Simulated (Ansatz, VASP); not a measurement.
# H2Pt: VASP beside Ansatz, part 2 of 2

Wanted: the spread between two codes on one cell, functional and k mesh. The cell is generated by rule, not measured, and may not be a known phase. The cell is taken from a series of VASP runs on this material, whose earlier steps may have relaxed, scaled or displaced it; both programs get it as it stands. Valence electrons are named where the data sets of a main pair hold unlike numbers.

VASP 6.6.1 and Ansatz 0.2.0.

So far. Step 2 (VASP: band structure, HSE06): The run ends at a pressure of -8.93 GPa, with forces up to 0.34 eV/Å.

The structure was built from a prototype and need not be the compound's stable phase.

## 3. Ansatz: band structure, HSE06

Level of this step: Ansatz beside VASP: Kohn-Sham DFT, plane waves, HSE06 (Ansatz).

Ansatz runs on its default PAW (the set named soft_2) files.

The same cell, functional, mesh and smearing now go to Ansatz, which takes its cutoff from its data sets.

Contents of input.yaml:

```yaml
crystal:
  lattice:
    - [3.04055898, 0.0, 0.0]
    - [-1.52027949, 2.633201318, 0.0]
    - [0.0, 0.0, 5.38261]
  atoms:
    - { symbol: Pt, position: [0.0, 0.0, 0.0] }
    - { symbol: H, position: [0.333333333, 0.666666667, 0.134452846] }
    - { symbol: H, position: [0.666666667, 0.333333333, 0.865547154] }
hamiltonian:
  xc: { exchange: pbe, correlation: pbe, exx: { coeff: 0.25, omega: 0.2 } }
  pseudopotentials: { kind: paw }
kpoints:
  mp_grid: { grid: [6, 6, 4] }
  band_path:
    path:
      - [0.0, 0.0, 0.0]
      - [0.42857, 0.0, 0.0]
      - [0.40476, 0.19048, 0.0]
      - [0.19048, 0.19048, 0.0]
      - [0.0, 0.0, 0.07143]
      - [0.0, 0.0, 0.5]
      - [0.42857, 0.0, 0.5]
      - [0.38095, 0.2381, 0.5]
      - [0.19048, 0.19048, 0.5]
      - [0.5, 0.0, 0.35714]
      - [0.33333, 0.33333, 0.0]
      - [0.33333, 0.33333, 0.5]
    npoints: 1
scf:
  occupations: { method: gaussian, width: 0.02 }
  n_extra_bands: 7
output:
  forces: true
  stress: true
  eigenvalues: true
```

Launch:

```sh
$ ansatz run input.yaml --threads 4 --pin off --max-ram 9216MiB --backend cpu --events-out ev --progress --plain --runs-dir out
```

Numbers of over 12 decimals in the logs are rounded to 6 here.

What it wrote:

```text
Warning: output.stress: scf.convergence.dr2_threshold = 1e-7 eV (the SCF's general default) is looser than the 3e-10 eV advised for a printed stress (1e-10 eV for each atom of the cell: 3). What an SCF threshold leaves in a stress goes as its square root, and in the free energy as the threshold itself, and one threshold admits the most on a small cell: [figures from the program's tests cut] Set scf.convergence.dr2_threshold to 3e-10 eV or tighter. The threshold is an SCF's pass mark: one that does not reach it within its budget of iterations ends unconverged, or closes short of it on a stop that the run arms, and scf.convergence.dr2_threshold's page says what that costs each kind of run
Warning: output.stress: scf.exx.energy_threshold = 1e-6 eV is looser than the 3e-8 eV advised for a stress under a hybrid functional (1e-8 eV for each atom of the cell: 3). Every SCF of the exchange loop can meet its threshold on dr2 while the loop round them stops early: no threshold on dr2 bounds what that leaves in the stress. Set scf.exx.energy_threshold to 3e-8 eV or tighter. The threshold is the loop's pass mark: a loop that does not reach it within its budget of cycles ends unconverged, and scf.exx.energy_threshold's page has the law
scf.n_extra_bands = 7 over 10 filled bands (N_el = 20.0): the run solves 17 bands
Engine: ansatz 0.2.0, aarch64-unknown-linux-gnu
Pseudopotentials: kind: paw
Pseudopotential: Pt, paw, valence charge 18, recommended cutoff 420 eV (normal), Pt.paw.azcp
Pseudopotential: H, paw, valence charge 1, recommended cutoff 420 eV (normal), H.paw.azcp
Functional definition: unnamed
  parameter a_1 = 0.25
  parameter omega_1 = 0.2/angstrom
  exchange = pbe_x + (-a_1)*pbe_x_sr(omega_1) + a_1*exact_x_sr(omega_1)
  correlation = pbe_c
Crystal: 3 atoms, lattice volume = 43.095 Å³
Basis set: ecut = 420 eV, 857 PW (Γ), exchange–correlation on 48×48×72 points (8 copies of the dense FFT grid, shifted against one another)
Bands: 17, of which v1, the nominal top of the filled ones, is band 10 counted from 1 (9 counted from 0)
Symmetry: 12 space group operations
Space group: P-3m1 (ITA 164), of the structure as read, at distance tolerance 3.5e-5 Å
k-points: 24 of 144
Non-local potential: Pt, projectors of the file, l = 0: 3, l = 1: 2, l = 2: 2, l = 3: 1
Non-local potential: H, projectors of the file, l = 0: 2, l = 1: 1
PAW form: soft (Blöchl's): semilocal exchange-correlation on the pseudo side does not see the compensation charge
PAW frozen core: Pt, regenerated for the run's functional, and the local potential with it (the file was generated under x = pbe(κ = 0.804, μ = 0.219515), c = pbe(β = 0.066725))
PAW one-centre angular grid: Pt, 590 points (default); XC on 64 Gauss nodes
PAW one-centre angular grid: H, 110 points (default); XC on 64 Gauss nodes
Initial density: superposition of atomic densities (neutral atoms: chi_scale 0, normalization atom), corrected by the library's trained network
Initial wavefunctions: pseudopotential atomic-orbital guess
Functional: x = pbe(κ = 0.804, μ = 0.219515), c = pbe(β = 0.066725), warm-up for x = pbe(κ = 0.804, μ = 0.219515) + 0.25 (exact − pbe) at short range (hse, ω = 0.2 Å⁻¹), c = pbe(β = 0.066725)
SCF iter   1: F=—  HF=-12554.193172 eV  |F-HF|=—  |Δ(HF+E_count)|=         —  Δρ=1.17e-2  dr2=3.30e-2  ethr=1.77e-3  ⟨swp⟩=9.6  Hψ=1963  notcnv=0
preconditioner: auto → none  [insulator: Δε(μ)=0.167 eV  Ē_g=12.815 eV  σ=0.020 eV  W_gap=0.67  n_scr=10 (ndim 8)  ℏωp=19.6 eV  f_vac=0.324  D(μ)=2.14/eV (n_scr^D=22)]
SCF iter   2: F=—  HF=-12554.182059 eV  |F-HF|=—  |Δ(HF+E_count)|=   1.11e-2  Δρ=4.93e-3  dr2=4.25e-3  ethr=1.65e-4  ⟨swp⟩=3.4  Hψ=973  notcnv=0
SCF iter   3: F=—  HF=-12554.182007 eV  |F-HF|=—  |Δ(HF+E_count)|=   5.19e-5  Δρ=2.09e-3  dr2=2.27e-3  ethr=2.12e-5  ⟨swp⟩=3.1  Hψ=1068  notcnv=0  defer=1
iter 4 solved again at ethr=2.04e-7 eV; its pass at ethr=1.13e-5 eV (dr2=4.08e-5 eV) is discarded
SCF iter   4: F=—  HF=-12554.181449 eV  |F-HF|=—  |Δ(HF+E_count)|=   5.57e-4  Δρ=4.98e-4  dr2=4.04e-5  ethr=2.04e-7  ⟨swp⟩=2.8  Hψ=1564  notcnv=0
SCF iter   5: F=—  HF=-12554.181477 eV  |F-HF|=—  |Δ(HF+E_count)|=   2.74e-5  Δρ=8.57e-5  dr2=1.14e-6  ethr=2.02e-7  ⟨swp⟩=2.6  Hψ=682  notcnv=0
SCF iter   6: F=—  HF=-12554.181478 eV  |F-HF|=—  |Δ(HF+E_count)|=   1.38e-6  Δρ=8.19e-6  dr2=7.96e-9  ethr=5.71e-9  ⟨swp⟩=3.0  Hψ=776  notcnv=0
SCF iter   7: F=-12554.181478 eV  HF=-12554.181478 eV  |F-HF|=4.07e-10  |Δ(HF+E_count)|=   2.22e-8  Δρ=1.11e-6  dr2=2.59e-10  ethr=3.98e-11  ⟨swp⟩=3.0  Hψ=824  notcnv=0
SCF 1 converged in 7 iterations: F = -12554.181478 eV  dr2 = 2.59e-10
  greatest PAW one-centre occupation: 1.000 electrons in one spin orbital (limit 2), on the Pt atom at site 0 (counted from 0), in its partial waves of l = 0
Initial density: handed on by an earlier stage of this run
Initial wavefunctions: those handed on with the density
Functional: x = pbe(κ = 0.804, μ = 0.219515) + 0.25 (exact − pbe) at short range (hse, ω = 0.2 Å⁻¹), c = pbe(β = 0.066725)
[...]
preconditioner: auto → none  [insulator: Δε(μ)=0.217 eV  Ē_g=14.436 eV  σ=0.020 eV  W_gap=0.67  n_scr=10 (ndim 8)  ℏωp=19.6 eV  f_vac=0.328  D(μ)=2.14/eV (n_scr^D=22)]
[...]
SCF 2 converged in 6 iterations: F = -12556.483541 eV  dr2 = 2.49e-9
  Residual-converged pass: ⟨swp⟩=3.0  Hψ=836  notcnv=0  max |occ|·‖R‖ = 6.5e-6 eV (tolerance 6.7e-6 eV)  dr2=2.33e-9  dr2_onsite=6.83e-10  max |Δocc| = 4.0e-56
hybrid outer 1: dexx = +3.794e-3 eV, tail = 1.38e-3 eV
Exchange kernel: α = 0.2500, screened, ω = 0.2000 Å⁻¹, Wigner–Seitz truncation, v(0) = 1124.8349 eV·Å³, q-mesh 6×6×4, nearest image of the exchange supercell L = 18.24 Å, pair-density grid 15×15×24, without the augmentation charges, whose exchange is taken in its separable form by FFT convolution over the k-point mesh (sized by the pseudopotential files, 18×18×36 at the most), smooth part of the exact exchange by density-matrix convolution
Frozen-core exchange: fock
[...]
preconditioner: auto → none  [insulator: Δε(μ)=0.219 eV  Ē_g=14.309 eV  σ=0.020 eV  W_gap=0.67  n_scr=10 (ndim 8)  ℏωp=19.6 eV  f_vac=0.332  D(μ)=2.14/eV (n_scr^D=22)]
[...]
SCF iter   3: F=—  HF=-12556.487746 eV  |F-HF|=—  |Δ(HF+E_count)|=   4.60e-5  Δρ=1.02e-4  dr2=6.04e-6  ethr=3.80e-9  ⟨swp⟩=4.0  Hψ=1197  notcnv=0
SCF iter   4: F=-12556.487745 eV  HF=-12556.487745 eV  |F-HF|=5.74e-9  |Δ(HF+E_count)|=   1.76e-6  Δρ=1.08e-5  dr2=1.33e-7  ethr=3.80e-9  ⟨swp⟩=3.0  Hψ=818  notcnv=0
SCF 3 stopped early in 4 iterations: F = -12556.487745 eV  dr2 = 1.33e-7
  Residual-converged pass: ⟨swp⟩=3.0  Hψ=864  notcnv=0  max |occ|·‖R‖ = 6.1e-6 eV (tolerance 6.7e-6 eV)  dr2=1.32e-7  dr2_onsite=2.97e-9  max |Δocc| = 7.7e-57
hybrid outer 2: dexx = +4.998e-5 eV, tail = 6.10e-6 eV, Δε = 4.47e-2 eV (about 1.07e-3 eV left of the loop's levels), ΔF = 1.58e-2 eV/Å (tail 2.05e-3)
Exchange kernel: α = 0.2500, screened, ω = 0.2000 Å⁻¹, Wigner–Seitz truncation, v(0) = 1124.8349 eV·Å³, q-mesh 6×6×4, nearest image of the exchange supercell L = 18.24 Å, pair-density grid 15×15×24, without the augmentation charges, whose exchange is taken in its separable form by FFT convolution over the k-point mesh (sized by the pseudopotential files, 18×18×36 at the most), smooth part of the exact exchange by density-matrix convolution
Frozen-core exchange: fock
SCF iter   1: F=—  HF=-12556.487711 eV  |F-HF|=—  |Δ(HF+E_count)|=         —  Δρ=4.03e-5  dr2=1.83e-6  ethr=1.05e-8  ⟨swp⟩=4.7  Hψ=1268  notcnv=0
preconditioner: auto → none  [insulator: Δε(μ)=0.220 eV  Ē_g=14.295 eV  σ=0.020 eV  W_gap=0.67  n_scr=10 (ndim 8)  ℏωp=19.6 eV  f_vac=0.332  D(μ)=2.14/eV (n_scr^D=22)]
SCF iter   2: F=—  HF=-12556.487711 eV  |F-HF|=—  |Δ(HF+E_count)|=   1.11e-7  Δρ=1.34e-5  dr2=1.56e-6  ethr=1.71e-9  ⟨swp⟩=2.9  Hψ=683  notcnv=0
SCF iter   3: F=—  HF=-12556.487746 eV  |F-HF|=—  |Δ(HF+E_count)|=   3.49e-5  Δρ=4.07e-5  dr2=6.01e-7  ethr=8.98e-11  ⟨swp⟩=4.0  Hψ=1085  notcnv=0  defer=1
SCF iter   4: F=—  HF=-12556.487746 eV  |F-HF|=—  |Δ(HF+E_count)|=   1.85e-7  Δρ=1.53e-6  dr2=2.02e-8  ethr=8.98e-11  ⟨swp⟩=4.0  Hψ=979  notcnv=0
SCF iter   5: F=—  HF=-12556.487746 eV  |F-HF|=—  |Δ(HF+E_count)|=   1.34e-7  Δρ=5.28e-6  dr2=7.85e-9  ethr=1.78e-12  ⟨swp⟩=4.0  Hψ=1098  notcnv=0  defer=1
SCF iter   6: F=—  HF=-12556.487746 eV  |F-HF|=—  |Δ(HF+E_count)|=   2.45e-9  Δρ=2.19e-7  dr2=6.43e-10  ethr=1.78e-12  ⟨swp⟩=3.6  Hψ=911  notcnv=0
Mixer restart at iter 6: flushing history
SCF iter   7: F=-12556.487746 eV  HF=-12556.487746 eV  |F-HF|=1.56e-10  |Δ(HF+E_count)|=   3.69e-9  Δρ=8.98e-7  dr2=2.35e-10  ethr=1.00e-12  ⟨swp⟩=3.0  Hψ=875  notcnv=0
SCF 4 converged in 7 iterations: F = -12556.487746 eV  dr2 = 2.35e-10
  Residual-converged pass: ⟨swp⟩=3.0  Hψ=709  notcnv=0  max |occ|·‖R‖ = 2.7e-7 eV (tolerance 2.7e-7 eV)  dr2=2.35e-10  dr2_onsite=1.21e-11  max |Δocc| = 1.1e-58
hybrid outer 3: dexx = +2.619e-8 eV, tail = 3.07e-9 eV, Δε = 6.59e-4 eV (about 3.01e-5 eV left of the loop's levels), ΔF = 1.19e-4 eV/Å (tail 7.56e-5)
NSCF: frozen V_eff on 12 k-points
hybrid SCF converged: 3 outer / 17 inner (+7 warm-up), last move |dexx| = 2.62e-8 eV, tail = 3.07e-9 eV
Stability not checked: this state was not tested for a lower state beside it, because the functional holds exact exchange (a hybrid, or Hartree-Fock), whose exchange loop this test does not read (fock_operator; see scf.lower_state_search)
Free energy (F): -12556.487746 eV
Frozen-core exchange: fock
Harris-Foulkes:  -12556.487746 eV  (|F-HF|=1.56e-10)
Internal energy: -12556.487318 eV  (E = F + TS)
E sigma→0 (E₀):  -12556.487532 eV
Entropy (-TS):   -0.000429 eV (-0.143 meV/atom)
Fermi energy:    5.639829 eV
--- Per-component energies (eV) ---
  E_band       = -475.136692
  E_kinetic    = 662.168735
  E_local      = -3563.794636  (includes V_loc(G=0)·N_el)
  E_nonlocal   = 205.295236
  E_hartree    = 1440.318314
  E_xc         = -221.027246
  E_vxc        = -255.562567  (∫ρ·V_xc dr)
  E_exx        = -67.485303  (= α·E_x^exact, valence–valence)
  E_paw        = -9446.341763  (= ΣΔE_a)
  E_vpaw       = -268.906832  (= ΣTr[D̂ρ^β])
  E_aug_tail   = -0.001879  (compensation charges beyond the density's cutoff)
  E_ewald      = -1563.591259
  E_core_change = -2.027515  (= ΣΔE_core)
  E_smearing   = -0.000429  (= −TS)
  E_closure    = 0.000000  (closes the sum)
  Σ components = -12556.487746   (vs F -12556.487746, Δ=0.00e0)
--- Forces (eV/Å), atoms counted from 1 ---
  atom   1  Pt     0.00000000     0.00000000     0.00000000
  atom   2  H     -0.00000000    -0.00000000    -0.35944414
  atom   3  H      0.00000000     0.00000000     0.35944414
  max |Σ_I F_I| component: 1.11e-16 eV/Å
--- Stress (GPa, compression-positive) ---
      -11.916868      -0.000000       0.000000
       -0.000000     -11.916868       0.000000
        0.000000       0.000000      -2.249963
  P = ⅓ Tr σ = -8.6946 GPa (-86.946 kbar)
--- Band table (eV; the first three rows and the last of 24) ---
  k-point 0: bands = [... 6 lower, 1.6077, 2.0035, 2.6840, 3.7273, 3.7273, 11.6727, 14.0464, 20.2810, ... 3 higher]
  k-point 1: bands = [... 6 lower, 1.6075, 2.0622, 2.5351, 3.7227, 3.7227, 11.3179, 15.2613, 20.1275, ... 3 higher]
  k-point 2: bands = [... 6 lower, 1.6072, 2.2151, 2.2920, 3.7180, 3.7180, 11.0892, 17.5496, 18.1639, ... 3 higher]
  k-point 23: bands = [... 6 lower, 1.9009, 1.9009, 3.2258, 8.4366, 8.4366, 8.8210, 13.4226, 14.9994, ... 3 higher]
```

It took 25 s on 4 threads of Arm Neoverse V1, shared host; peak memory 0.99 GiB; 88 s of CPU time.

## 4. Side by side

Known differences besides the potentials themselves: exact exchange at q = 0 is treated differently, which shows on coarse meshes; VASP keeps PBE cores, Ansatz makes them for the functional; the data sets hold 20 valence electrons in Ansatz (on its default PAW (the set named soft_2) files) and 12 in VASP; the cutoff is 420 eV in Ansatz and 400 eV in VASP; VASP takes a coarser grid for exact exchange (PRECFOCK = Fast). Total energies have different zeros and are not compared.

The two programs side by side:

```tsv
quantity	Ansatz	VASP	difference
pressure (GPa)	-8.69	-8.93	+0.24
pressure without Ansatz's Pulay correction (GPa)	-8.79	-8.93	+0.14
```

Forces (eV/Å; atoms numbered as in POSCAR):

```tsv
atom	Ansatz x, y, z	VASP x, y, z
Pt1	0.000, 0.000, 0.000	0.000, 0.000, 0.000
H2	0.000, 0.000, -0.359	0.000, 0.000, -0.345
H3	0.000, 0.000, 0.359	0.000, 0.000, 0.345
```

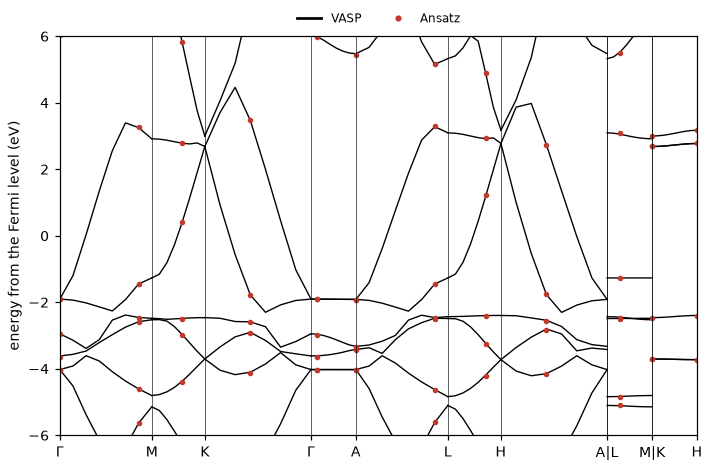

Bands from VASP (lines) and levels from Ansatz (dots). Dots without a line are higher empty bands that the VASP plot leaves out.

The forces differ by 6.9 meV/Å r.m.s., which is 4.2 % of the r.m.s. force of 0.163 eV/Å (both taken over all components). Levels from 3 eV below to 2 eV above the Fermi level differ by 14 meV r.m.s. and 19 meV at most; each VASP level is matched to the nearest of Ansatz, which flatters the figure a little. Ansatz's pressure holds a Pulay correction of 0.10 GPa; VASP's holds none.

## 5. Summary of results

```yaml
r_m_s_difference_of_levels_near_the_fermi_level_band_structure_hse06: 14 meV
r_m_s_force_difference_band_structure_hse06: 6.9 meV/Å
```

In words: The r.m.s. force difference is 6.9 meV/Å (band structure, HSE06), within the 12 meV/Å picked in this series as the mark of a large difference. The data sets hold unlike numbers of valence electrons (20 in Ansatz and 12 in VASP), so part of the differences comes from the potentials. Such differences can come from data sets, numerical settings and the points named under the comparisons, not from the functional's error against experiment.

[Lines on the potential files, build, host, timing and source positions are cut from VASP's logs without a mark.]

[Logs are printed without paths, hosts, clocks, repeated set-up lines and the standing remarks that a program may print on its own settings, such as how far it seeks lower states.]

[Hosts, paths, dates, database ids (printed as entryN), source tags and the programs' standing remarks are cut or masked in the printed files.]
